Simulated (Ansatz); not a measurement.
Process, species as SMILES: C=O (CH2-O) → CH2O+ (doublet, bonded as C=O) + e-
B3LYP-D3(BJ)/def2-TZVP geometries, fixed; electronic energies without zero-point terms.
Largest species:
```xyz
4

O     -0.0009    -0.0102     0.6728
C      0.0007     0.0079    -0.5259
H     -0.0027     0.9554    -1.0993
H      0.0057    -0.9218    -1.1276
```

Basis-set convergence of the adiabatic ionisation energy at CCSD(T) with Ansatz (a first-principles code). Cartesian d functions, on some or all atoms, in 6-31G*, 6-31G**; all else is spherical. Cores are frozen. Open shells are unrestricted. No added dispersion term, no relativity. Functions are those of the species that has most. Reference: Hartree-Fock in cc-pVQZ plus the correlation part extrapolated as X^-3 from cc-pVTZ and cc-pVQZ, 10.980 eV, itself unsure by roughly 0.030 eV (a third of the extrapolation step and of the last Hartree-Fock step). Deviations are taken from unrounded values.

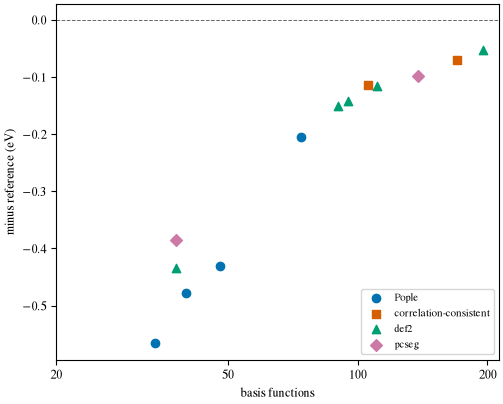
*Deviation from the reference against the number of basis functions, by family of sets.*

| basis | functions | adiabatic ionisation energy (eV) | minus reference (eV) |
|---|---|---|---|
| 6-31G* | 34 | 10.414 | -0.566 |
| def2-SVP | 38 | 10.545 | -0.434 |
| pcseg-1 | 38 | 10.595 | -0.385 |
| 6-31G** | 40 | 10.501 | -0.479 |
| 6-311G** | 48 | 10.549 | -0.430 |
| 6-311++G(2d,2p) | 74 | 10.775 | -0.204 |
| def2-TZVPP | 90 | 10.830 | -0.150 |
| def2-TZVPD | 95 | 10.837 | -0.142 |
| jun-cc-pV(T+d)Z | 106 | 10.866 | -0.113 |
| def2-TZVPPD | 111 | 10.864 | -0.116 |
| aug-pcseg-2 | 138 | 10.882 | -0.098 |
| cc-pVQZ | 170 | 10.910 | -0.070 |
| def2-QZVPPD | 195 | 10.928 | -0.052 |
